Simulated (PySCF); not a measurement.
SMILES OB(O)C[SeH] (CH₅BO₂Se), PBE0/def2-SVP optimised geometry. Atoms within 1.6 Å of the plane z = 1.2 Å (x, y, z in Å): O1 (1.39, 0.51, 0.00), B2 (0.03, 0.51, 0.00), O3 (-0.64, 1.68, 0.00), C4 (-0.82, -0.84, 0.02), H6 (1.73, -0.41, -0.02), H7 (-0.03, 2.43, 0.01), H8 (-1.16, -1.03, 1.06).

Method: PBE0/def2-TZVP in PySCF.

Map of the electrostatic potential (hartree/e), clipped to [-0.08, 0.12] on the plane z = 1.2 Å:

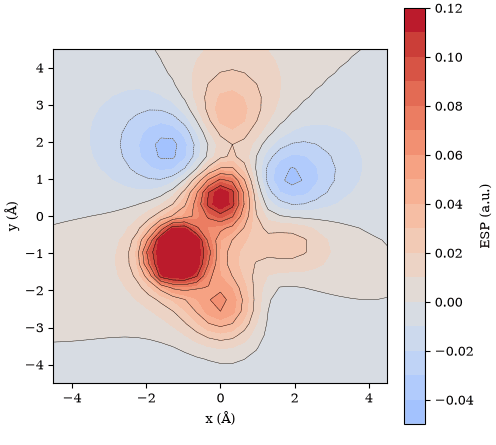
Figure. Electrostatic potential (hartree/e), clipped to [-0.08, 0.12] on the plane z = 1.2 Å.
